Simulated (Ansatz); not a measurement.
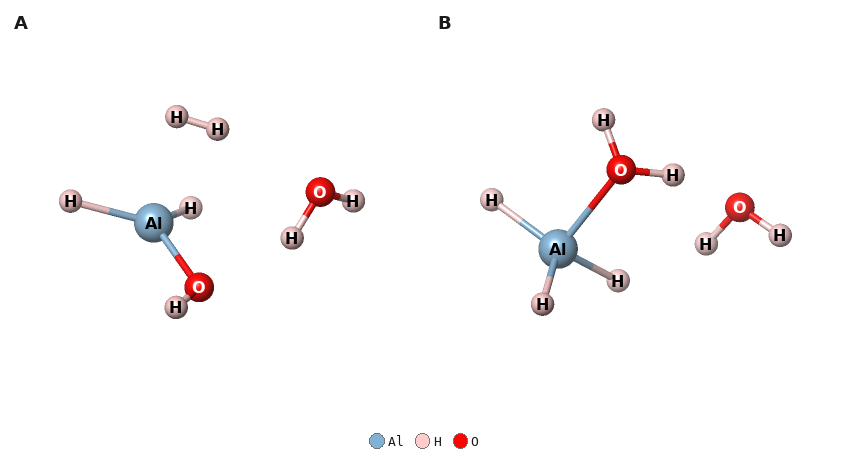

2 stationary structures of one formula. Geometries: PBE0-D4/def2-TZVP. Electronic energies: CCSD(T)/CBS (MP2 limit from def2-TZVPP and def2-QZVPP plus CCSD(T) − MP2) (Ansatz 0.2.0), without zero-point energy. Each is one conformer, not always the lowest.

Question: Which structure is the most stable?

Answer: A is lowest (a minimum); B lies 0.170 eV above it (a minimum).
